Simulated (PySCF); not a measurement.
**SiF2 (SMILES F[Si]F): FCI/STO-3G**

What is the vertical singlet–triplet gap of SiF2 at FCI/STO-3G? 

The calculation is run with PySCF 2.14.0.

21 further runs of the same task are left out: 4 that didn't finish, 17 set aside as unsound or not needed.

## Step 1: The molecule

SiF2 has 3 atoms, charge 0, and is taken as a singlet. SMILES: `F[Si]F`. Geometry: relaxed at GFN2-xTB.

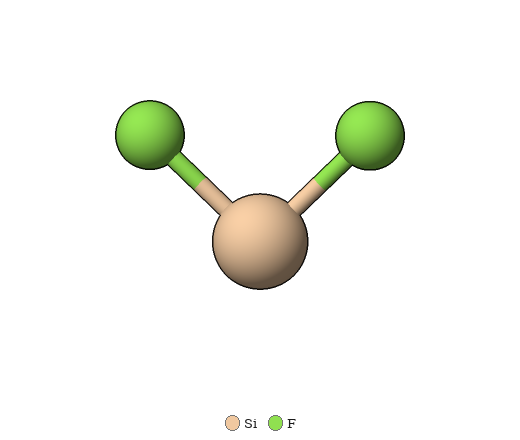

Viewed from a chosen angle; silicon light orange, fluorine green.

## Step 2: The energy at FCI/STO-3G

The input, job.py:

```python
# SiF2
from pyscf import gto, scf, mcscf
from pyscf import fci

molecule = gto.M(
    atom='''
Si     0.004220    -0.007680    -0.744810
F      1.165930    -0.017340     0.380560
F     -1.170150     0.025020     0.364240
''',
    spin=0,
    max_memory=1860,
    charge=0,
    verbose=4,
    basis='sto-3g',
)

mf = scf.RHF(molecule)
mf.conv_tol = 1e-10
mf.kernel()
if not mf.converged:
    mf = mf.newton().run(mf.mo_coeff, mf.mo_occ)

cas = mcscf.CASCI(mf, mf.mo_coeff.shape[-1] - 7, (molecule.nelec[0] - 7, molecule.nelec[1] - 7))  # full CI above the frozen core
cas.fcisolver = fci.direct_spin0.FCI(molecule)  # even spin states alone
cas.kernel()
print('<S^2> = %.4f' % cas.fcisolver.spin_square(cas.ci, cas.ncas, cas.nelecas)[0])
etot = cas.e_tot
print('E = %.10f Eh' % etot)
```

Launch:

```sh
OMP_NUM_THREADS=1 python job.py
```

Standard output:

```text
PySCF version 2.14.0

[INPUT] num. atoms = 3
[INPUT] num. electrons = 32
[INPUT] charge = 0
[INPUT] spin (= nelec alpha-beta = 2S) = 0
[INPUT] symmetry False subgroup None
[INPUT] Mole.unit = angstrom
[INPUT] Symbol           X                Y                Z      unit          X                Y                Z       unit  Magmom
[INPUT]  1 Si     0.004220000000  -0.007680000000  -0.744810000000 AA    0.007974644246  -0.014513096637  -1.407486914837 Bohr   0.0
[INPUT]  2 F      1.165930000000  -0.017340000000   0.380560000000 AA    2.203288380414  -0.032767851000   0.719154173964 Bohr   0.0
[INPUT]  3 F     -1.170150000000   0.025020000000   0.364240000000 AA   -2.211263024660   0.047280947637   0.688313843612 Bohr   0.0

nuclear repulsion = 100.838229174653
number of shells = 11
number of NR pGTOs = 57
number of NR cGTOs = 19
basis = sto-3g
ecp = {}

******** <class 'pyscf.scf.hf.RHF'> ********
method = RHF
initial guess = minao
damping factor = 0
level_shift factor = 0
DIIS = <class 'pyscf.scf.diis.CDIIS'>
diis_start_cycle = 1
diis_space = 8
diis_damp = 0
SCF conv_tol = 1e-10
SCF conv_tol_grad = None
SCF max_cycles = 50
direct_scf = True
direct_scf_tol = 1e-13
Set gradient conv threshold to 1e-05
Initial guess from minao.
init E= -481.360589527652
  HOMO = -0.297919338721244  LUMO = 0.0675572047863456  gap/eV = 9.94512
cycle= 1 E= -481.579887544836  delta_E= -0.219  |g|= 0.441  |ddm|= 2.07
  HOMO = -0.23899689428323  LUMO = 0.208012733514777  gap/eV = 12.16375
cycle= 2 E= -481.679640667723  delta_E= -0.0998  |g|= 0.128  |ddm|= 1.04
  HOMO = -0.264629930298581  LUMO = 0.243075811645028  gap/eV = 13.81538
cycle= 3 E= -481.686414224808  delta_E= -0.00677  |g|= 0.0231  |ddm|= 0.189
  HOMO = -0.264925066330529  LUMO = 0.246033759860994  gap/eV = 13.90390
cycle= 4 E= -481.68692863448  delta_E= -0.000514  |g|= 0.00532  |ddm|= 0.0822
  HOMO = -0.263943934447394  LUMO = 0.245291420826093  gap/eV = 13.85700
cycle= 5 E= -481.686961092716  delta_E= -3.25e-05  |g|= 0.00134  |ddm|= 0.0193
  HOMO = -0.264038972366191  LUMO = 0.245534791395979  gap/eV = 13.86621
cycle= 6 E= -481.68696270619  delta_E= -1.61e-06  |g|= 0.000189  |ddm|= 0.00402
  HOMO = -0.263971471809663  LUMO = 0.245496084881117  gap/eV = 13.86332
cycle= 7 E= -481.686962746393  delta_E= -4.02e-08  |g|= 2.45e-05  |ddm|= 0.000686
  HOMO = -0.263969518679973  LUMO = 0.245497685720657  gap/eV = 13.86331
cycle= 8 E= -481.686962746873  delta_E= -4.8e-10  |g|= 6.63e-06  |ddm|= 6.63e-05
  HOMO = -0.263969044893837  LUMO = 0.245497796755486  gap/eV = 13.86330
cycle= 9 E= -481.686962746907  delta_E= -3.34e-11  |g|= 2.24e-06  |ddm|= 1.66e-05
  HOMO = -0.263968796380059  LUMO = 0.245497682113758  gap/eV = 13.86329
Extra cycle  E= -481.686962746909  delta_E= -2.73e-12  |g|= 9.5e-07  |ddm|= 4.68e-06
converged SCF energy = -481.686962746909

******** <class 'pyscf.mcscf.casci.CASCI'> ********
CAS (9e+9e, 12o), ncore = 7, nvir = 0
natorb = False
canonicalization = True
sorting_mo_energy = False
******** <class 'pyscf.fci.direct_spin0.FCISolver'> ********
max. cycles = 100
conv_tol = 1e-10
davidson only = False
linear dependence = 1e-14
level shift = 0.001
max iter space = 12
nroots = 1
pspace_size = 400
spin = None
Density matrix diagonal elements [1.99760957 1.9973288  1.98517521 1.98040983 1.99493336 1.96830607
 1.97503954 1.98400857 1.95033133 0.07815387 0.04778788 0.04091596]
CASCI converged
CASCI E = -481.778706767816  E(CI) = -79.9189652860091  S^2 = 0.0000000
<S^2> = 0.0000
E = -481.7787067678 Eh
```

Wall time 1.7 s (1 thread of Arm Neoverse V1, shared host); peak memory 0.13 GiB.

## Step 3: The triplet

The input, job.py:

```python
from pyscf import gto, scf, mcscf

molecule = gto.M(
    atom='Si 0.004220 -0.007680 -0.744810; F 1.165930 -0.017340 0.380560; F -1.170150 0.025020 0.364240',
    verbose=4,
    max_memory=1860,
    spin=2,
    basis='sto-3g',
)

mf = scf.ROHF(molecule)
mf.conv_tol = 1e-10
mf.kernel()
if not mf.converged:
    mf = mf.newton().run(mf.mo_coeff, mf.mo_occ)

cas = mcscf.CASCI(mf, mf.mo_coeff.shape[-1] - 7, (molecule.nelec[0] - 7, molecule.nelec[1] - 7))  # full CI above the frozen core
cas.fix_spin_(ss=2.0)
cas.kernel()
energy = cas.e_tot
print('Final energy', energy)
```

Launch:

```sh
OMP_NUM_THREADS=1 python job.py
```

Standard output:

```text
PySCF version 2.14.0

[INPUT] num. atoms = 3
[INPUT] num. electrons = 32
[INPUT] charge = 0
[INPUT] spin (= nelec alpha-beta = 2S) = 2
[INPUT] symmetry False subgroup None
[INPUT] Mole.unit = angstrom
[INPUT] Symbol           X                Y                Z      unit          X                Y                Z       unit  Magmom
[INPUT]  1 Si     0.004220000000  -0.007680000000  -0.744810000000 AA    0.007974644246  -0.014513096637  -1.407486914837 Bohr   0.0
[INPUT]  2 F      1.165930000000  -0.017340000000   0.380560000000 AA    2.203288380414  -0.032767851000   0.719154173964 Bohr   0.0
[INPUT]  3 F     -1.170150000000   0.025020000000   0.364240000000 AA   -2.211263024660   0.047280947637   0.688313843612 Bohr   0.0

nuclear repulsion = 100.838229174653
number of shells = 11
number of NR pGTOs = 57
number of NR cGTOs = 19
basis = sto-3g
ecp = {}

[... 39 lines left out ...]
converged SCF energy = -481.572801345949
[... 1 line left out ...]
******** <class 'pyscf.mcscf.casci.CASCI'> ********
CAS (10e+8e, 12o), ncore = 7, nvir = 0
natorb = False
canonicalization = True
sorting_mo_energy = False
******** <class 'pyscf.fci.addons.SpinPenaltyFCISolver'> ********
max. cycles = 200
conv_tol = 1e-08
davidson only = True
linear dependence = 1e-12
level shift = 0.001
max iter space = 12
nroots = 1
pspace_size = 400
spin = None
Density matrix diagonal elements [1.99752372 1.99720892 1.97974336 1.99131031 1.97066126 1.96185991
 1.99165416 1.98215775 1.0319528  1.01593233 0.03842786 0.04156763]
CASCI converged
CASCI E = -481.646202935970  E(CI) = -79.7883717551101  S^2 = 2.0000000
Final energy -481.6462029359701
```

Run time: 1.8 s. Hardware: 1 thread of Arm Neoverse V1, shared host; peak memory 0.12 GiB.

## Step 4: What came out

At FCI/STO-3G, 7 core orbitals frozen:

| quantity | value |
| --- | --- |
| singlet: total energy | -481.77871 Eh |
| singlet: dipole moment (Hartree–Fock density) | 1.34 D |
| singlet: HOMO energy (Hartree–Fock orbitals) | -7.18 eV |
| singlet: LUMO energy (Hartree–Fock orbitals) | 6.68 eV |
| singlet: HOMO–LUMO gap (Hartree–Fock orbitals) | 13.86 eV |
| singlet: correlation energy (7 core orbitals frozen) | -91.7 mEh |
| triplet: total energy | -481.64620 Eh |
| triplet: dipole moment (Hartree–Fock density) | 2.85 D |
| triplet: correlation energy (7 core orbitals frozen) | -73.4 mEh |
| vertical energy of the triplet above the singlet | 3.606 eV |

In words: At this shape the triplet lies 3.61 eV (83 kcal/mol) above the singlet. In a minimal basis such a difference can be off by several eV, whatever the method.
